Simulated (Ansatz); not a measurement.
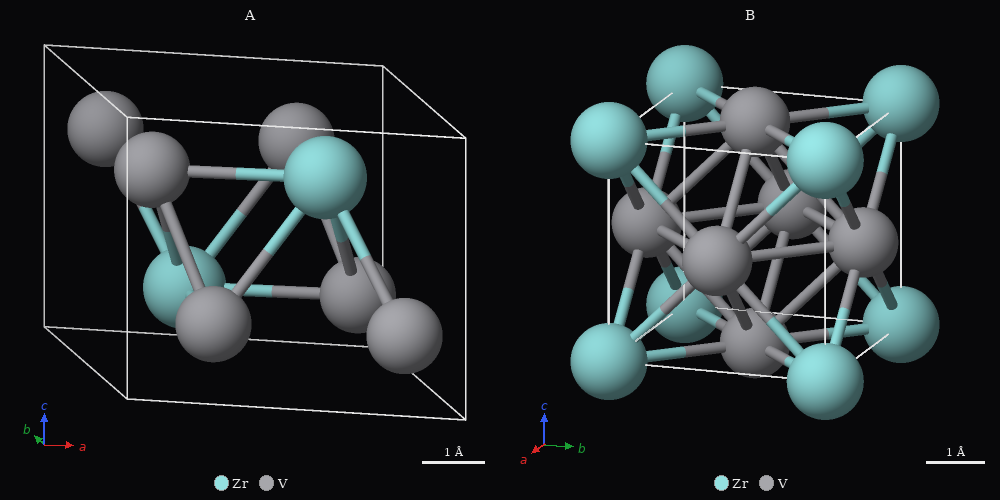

Two structures of ZrV$_{3}$, each relaxed to rest (conventional cells in solid outline, small ones repeated, not to one scale). Method: DFT PBE, scalar-relativistic, plane waves, PAW in Ansatz 0.2.0, without spin polarisation.

**What structure does each panel show?**

A: 8 atoms a cell on a primitive hexagonal lattice, P6_3/mmc. B: Cu₃Au (L1₂) type, Pm-3m.

**Which of the two does the method prefer?**

A is lower, by 89 meV/atom at this level of theory (energies at zero smearing). Volumes: A 16.5, B 16.2 Å³/atom.

One or both may be structure types tried for this composition rather than known phases.
